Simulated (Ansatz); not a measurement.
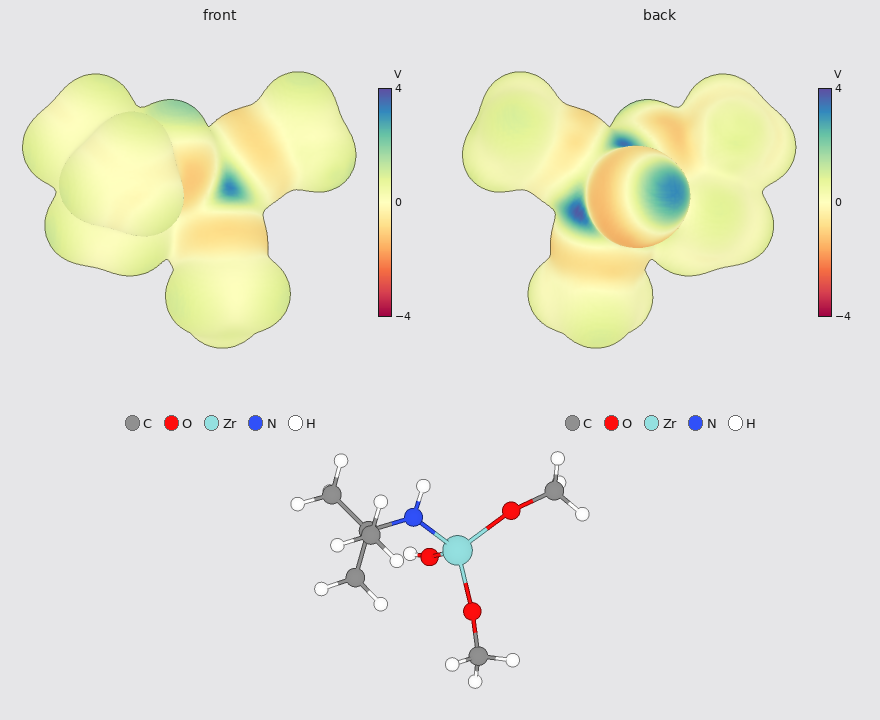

Figure 1: C₆H₁₇NO₃Zr (SMILES C[O][Zr]([OH])([NH]C(C)(C)C)[O]C). The molecular electrostatic potential painted on the density surface at 0.004 e/bohr³, seen from the front and from behind; the colour scale runs from red (negative) to blue (positive). The bare structure is drawn below in the same view.

Geometry: PBE0-D4/def2-TZVP; core potentials replace the inner electrons of Zr.

Method: RKS PBE0-D4/def2-TZVPP (Ansatz 0.2.0).

The calculation's input:

```
crystal:
  periodic: [false, false, false]
  atoms:
    - {symbol: C, position_ang: [-0.905386, 1.235147, -4.054262]}
    - {symbol: O, position_ang: [-0.773420, 0.709576, -2.777470]}
    - {symbol: Zr, position_ang: [-0.600850, -0.425357, -1.233396]}
    - {symbol: O, position_ang: [-2.207271, -1.480544, -0.943267]}
    - {symbol: N, position_ang: [-0.291243, 0.886990, 0.307277]}
    - {symbol: C, position_ang: [-0.003988, 0.662301, 1.716357]}
    - {symbol: C, position_ang: [0.021771, -0.842592, 1.963570]}
    - {symbol: C, position_ang: [-1.091427, 1.299964, 2.580411]}
    - {symbol: C, position_ang: [1.355620, 1.259421, 2.078148]}
    - {symbol: O, position_ang: [0.903893, -1.625869, -1.385663]}
    - {symbol: C, position_ang: [1.953678, -2.527025, -1.369696]}
    - {symbol: H, position_ang: [-1.875327, 0.968348, -4.489391]}
    - {symbol: H, position_ang: [-0.116835, 0.861112, -4.717324]}
    - {symbol: H, position_ang: [-0.834759, 2.328241, -4.025054]}
    - {symbol: H, position_ang: [-3.042212, -1.804387, -0.622822]}
    - {symbol: H, position_ang: [-0.324466, 1.880274, 0.103795]}
    - {symbol: H, position_ang: [0.220930, -1.063725, 3.014178]}
    - {symbol: H, position_ang: [-0.940806, -1.295416, 1.704466]}
    - {symbol: H, position_ang: [0.804728, -1.321002, 1.367301]}
    - {symbol: H, position_ang: [-1.136575, 2.378600, 2.404461]}
    - {symbol: H, position_ang: [-0.900772, 1.140818, 3.645704]}
    - {symbol: H, position_ang: [-2.067293, 0.876259, 2.333074]}
    - {symbol: H, position_ang: [1.362123, 2.337329, 1.892365]}
    - {symbol: H, position_ang: [1.595400, 1.098652, 3.133275]}
    - {symbol: H, position_ang: [2.140756, 0.806907, 1.468421]}
    - {symbol: H, position_ang: [1.588852, -3.555290, -1.479576]}
    - {symbol: H, position_ang: [2.510892, -2.463944, -0.426279]}
    - {symbol: H, position_ang: [2.653976, -2.324778, -2.188600]}
basis:
  gaussian: {orbitals: def2-TZVPP}
hamiltonian: {xc: pbe0, dispersion: d4}
output: {orbitals: {seedname: orbitals}}
```

Command:

```sh
ansatz run in.yaml --threads 10 --pin off --events-out ev --progress --plain --max-ram 110592MiB --backend cuda --devices 0, --max-vram 75GiB
```

Where is the surface potential most negative and most positive?

Answer. The most negative region (about −1.4 V, or −32 kcal/mol for a unit charge) lies over O4, the most positive (about +3.2 V, or +74 kcal/mol for a unit charge) over Zr3. O4 is the likeliest acceptor of a hydrogen bond.
